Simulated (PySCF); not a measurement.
SMILES Ic1ccccc1 at its GFN2-xTB optimised geometry (Å):

```
12

I     -1.7101    -2.5948     0.0000
C     -0.6700    -0.7475     0.0000
C     -1.3869     0.4346     0.0000
C     -0.7022     1.6381     0.0000
C      0.6823     1.6542     0.0000
C      1.3864     0.4620     0.0000
C      0.7125    -0.7475     0.0000
H     -2.4661     0.4219     0.0000
H     -1.2572     2.5642     0.0000
H      1.2120     2.5948     0.0000
H      2.4661     0.4678     0.0000
H      1.2612    -1.6769     0.0000
```

Method: PySCF with PBE/def2-TZVP, def2 effective core potentials past Kr. The core electrons that the potentials of I replace are not part of the density.

Map of the electron localisation function on the plane z = 0.8 Å:

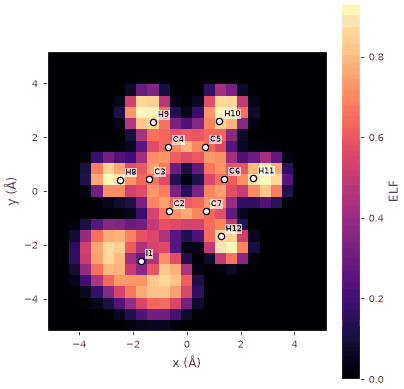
Electron localisation function on the plane z = 0.8 Å.
